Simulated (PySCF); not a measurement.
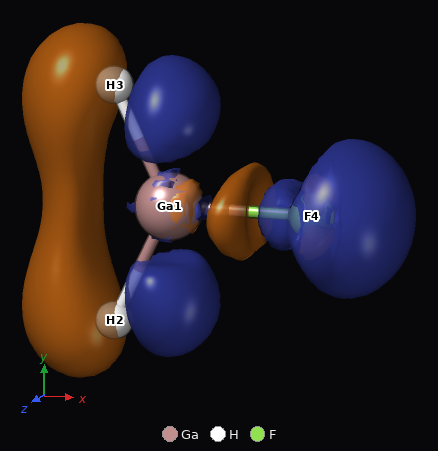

*FGaH2. Change of the electron density in a uniform field of 0.41 V/Å, surfaces at ±0.003 e/Å³ (orange: gain, blue: loss).*

Level of theory: PBE/def2-SVPD (PySCF), at a geometry from GFN2-xTB. No frequency check shows the geometry to be a minimum. GFN2-xTB bond lengths at metals and heavier atoms can be off by up to 0.1 Å and shapes distorted, which carries into these values.

### Along which Cartesian direction does the field point?

Along +x: electrons gather on the −x side, against the field.

### How large is the response?

The induced dipole is 0.65 D (along the field); α along this axis, from the fields in both directions, is 32 bohr³ (4.7 Å³).

### Which atoms gain and lose the most charge?

Electrons gather most on H2 and H3 alike (Hirshfeld charge changes by −0.010 e) and leave F4 most (+0.025 e); 0.058 electrons are displaced in all.

The PySCF run took 11 s on 1 thread of Arm Neoverse V2, on a shared host, peak memory 0.28 GiB.
